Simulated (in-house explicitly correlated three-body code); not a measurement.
Two electrons around a point charge Z = 4.4. Computed variationally in 260 exponentially correlated functions with an in-house code, non-relativistic, converged to about 10⁻⁷ hartree. Wanted, and plotted below: the bound S and P states that converged, by term and principal number n, on a logarithmic scale of binding.

The ground state is bound by 192.8 eV. The n = 2 states drawn run, from the deepest, 2 ³S (44.7 eV), 2 ¹S (41.2 eV), 2 ³P (40.9 eV), 2 ¹P (38.8 eV). Exchange puts 2 ³S below 2 ¹S by 3.52 eV and 2 ³P below 2 ¹P by 2.09 eV. Quantum defects n − (Z − 1)/√(2 E(binding)): 2 ³S 0.124, 2 ¹S 0.045, 2 ³P 0.040, 2 ¹P −0.012.

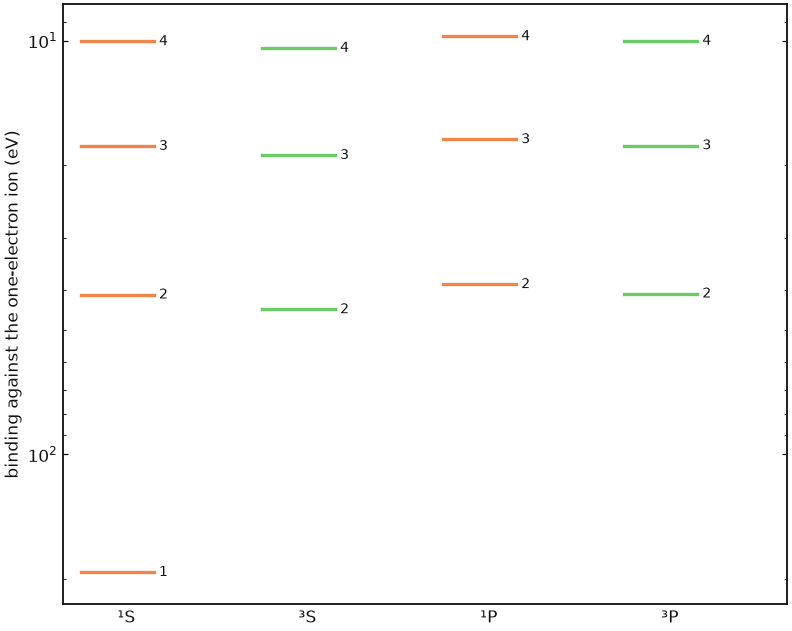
